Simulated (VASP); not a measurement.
Band structure of MgZn₃Te₄ (ordered alloy cell). Level of theory: PBEsol GGA, VASP's PBE PAW potentials (set 64) (plane waves; VASP).

Unless said otherwise, spin-orbit coupling is left out, though it shifts the bands of the heavy elements here.

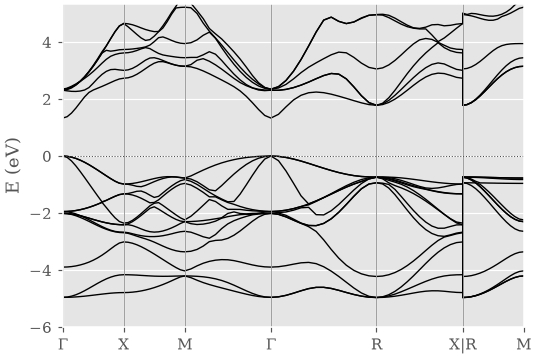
Figure. Bands along high-symmetry lines, zero at the valence-band maximum or, without a gap, the Fermi level

Problem. Read the plot: is there a gap, and where are the band edges?

Solution. The gap is direct, 1.33 eV, from the valence maximum at Γ to the conduction minimum at Γ. (Edges off the drawn lines would not show.)

The structure was generated: MgZn3Te4 was put into an ordered model structure (P-43m), which need not be its known phase. It was relaxed first.
